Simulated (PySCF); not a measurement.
# O2F (SMILES [O]OF) at 3 levels

Aim: a comparison of 3 runs (USVWN5/pcseg-0, USVWN5/pcseg-1, USVWN5/pcseg-2) of O2F. 

The results are computed with PySCF 2.14.0.

### 1 Starting point

The species is O2F (3 atoms), meant as a doublet with charge 0. As SMILES, `[O]OF`. The shape is that of a PBE0-D4/def2-TZVP optimisation.

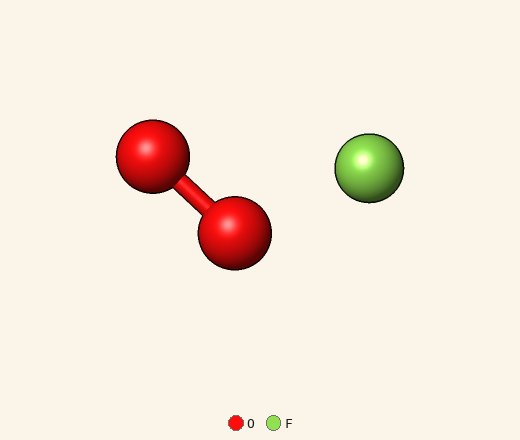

Viewed from a chosen angle; oxygen red, fluorine green.

### 2 The polarisability at USVWN5/pcseg-0 (run 1)

input.xyz

```xyz
3
FO2
O      0.933400    -0.295440     0.482240
O      0.133270     0.497870     0.127930
F     -1.066650    -0.202430    -0.610160
```

calc.py

```python
# 15499-23-7
import numpy
from pyscf import gto, dft
from pyscf.prop.polarizability import uks

system = gto.M(
    atom='input.xyz',
    spin=1,
    max_memory=1860,
    verbose=3,
    basis='pcseg-0',
)

ks = dft.UKS(system)
ks.xc = 'svwn'
ks.conv_tol = 1e-10
ks.grids.level = 4
ks.kernel()
if not ks.converged:
    ks = ks.newton().run(ks.mo_coeff, ks.mo_occ)

etot = ks.e_tot
print('E(%s) = %.9f' % ('SVWN5', etot))
pol = uks.Polarizability(ks)
alpha = pol.polarizability()
print('isotropic polarizability %.4f bohr^3' % (numpy.trace(alpha) / 3))
alpha_w = pol.polarizability_with_freq(freq=0.0774)
```

The run is started by

```bash
$ OMP_NUM_THREADS=1 python calc.py
```

The program printed:

```text
converged SCF energy = -247.670562089498  <S^2> = 0.75423541  2S+1 = 2.0042309
E(SVWN5) = -247.670562089
isotropic polarizability 10.1127 bohr^3
```

Run time: 7.5 s. Hardware: 1 thread of Arm Neoverse V2, shared host; peak memory 0.15 GiB.

### 3 The polarisability at USVWN5/pcseg-1 (run 2)

run.py

```python
# 15499-23-7
import numpy
from pyscf import gto, dft
from pyscf.prop.polarizability import uks

system = gto.Mole()
system.atom = [
    ('O', (0.933400, -0.295440, 0.482240)),
    ('O', (0.133270, 0.497870, 0.127930)),
    ('F', (-1.066650, -0.202430, -0.610160)),
]
system.basis = 'pcseg-1'
system.verbose = 3
system.max_memory = 1860
system.spin = 1
system.build()

calc0 = dft.UKS(system)
calc0.xc = 'svwn'
calc0.conv_tol = 1e-10
calc0.grids.level = 4
calc0.kernel()
if not calc0.converged:
    calc0 = calc0.newton().run(calc0.mo_coeff, calc0.mo_occ)

energy = calc0.e_tot
print('E = %.10f Eh' % energy)
pol = uks.Polarizability(calc0)
alpha = pol.polarizability()
print('isotropic polarizability %.4f bohr^3' % (numpy.trace(alpha) / 3))
alpha_w = pol.polarizability_with_freq(freq=0.0774)
```

The run is started by

```bash
$ OMP_NUM_THREADS=1 python run.py
```

The program printed:

```text
converged SCF energy = -248.351692465003  <S^2> = 0.75442353  2S+1 = 2.0044186
E = -248.3516924650 Eh
isotropic polarizability 12.1289 bohr^3
```

It took 15 s on 1 thread of Arm Neoverse V2, shared host; peak memory 0.17 GiB.

### 4 The response to a field at USVWN5/pcseg-2 (run 3)

calc.py

```python
import numpy
from pyscf import gto, dft
from pyscf.prop.polarizability import uks

system = gto.M(
    atom=[
    ('O', (0.933400, -0.295440, 0.482240)),
    ('O', (0.133270, 0.497870, 0.127930)),
    ('F', (-1.066650, -0.202430, -0.610160)),
],
    max_memory=1860,
    basis='pcseg-2',
    spin=1,
    verbose=3,
)

myscf = dft.UKS(system, xc='svwn')
myscf.grids.level = 4
myscf.conv_tol = 1e-10
myscf.kernel()
if not myscf.converged:
    myscf = myscf.newton().run(myscf.mo_coeff, myscf.mo_occ)

etot = myscf.e_tot
print(f'total energy: {etot:.8f} hartree')
pol = uks.Polarizability(myscf)
alpha = pol.polarizability()
print('isotropic polarizability %.4f bohr^3' % (numpy.trace(alpha) / 3))
alpha_w = pol.polarizability_with_freq(freq=0.0774)
```

The run is started by

```bash
$ OMP_NUM_THREADS=1 python calc.py
```

The program printed:

```text
converged SCF energy = -248.510626801983  <S^2> = 0.75470818  2S+1 = 2.0047027
total energy: -248.51062680 hartree
isotropic polarizability 14.9943 bohr^3
```

Run time: 59 s. Hardware: 1 thread of Arm Neoverse V2, shared host; peak memory 0.29 GiB.

### 5 All runs side by side

```tsv
run	level	energy (Eh)	dipole moment (D)	HOMO energy (eV)	LUMO energy (eV)	wall time
1	USVWN5/pcseg-0	-247.670562	0.99	-7.08	-5.75	7.5 s
2	USVWN5/pcseg-1	-248.351692	1.44	-7.30	-5.91	15 s
3	USVWN5/pcseg-2	-248.510627	1.59	-7.48	-6.05	59 s
```

### 6 Summary of results

| quantity | value |
| --- | --- |
| run 3: total energy | -248.51063 Eh |
| run 3: dipole moment | 1.59 D |
| run 3: HOMO energy (highest over α and β) | -7.48 eV |
| run 3: LUMO energy (lowest over α and β) | -6.05 eV |
| run 3: ⟨S²⟩ | 0.755 |
| run 3: mean static polarisability | 15.0 bohr³ |
| run 3: mean polarisability at ω = 0.0774 Eh | 15.6 bohr³ |

In words: The dipole moment (its size) runs from 0.99 D (USVWN5/pcseg-0) to 1.59 D (USVWN5/pcseg-2). All runs together took 82 s, the longest 59 s.
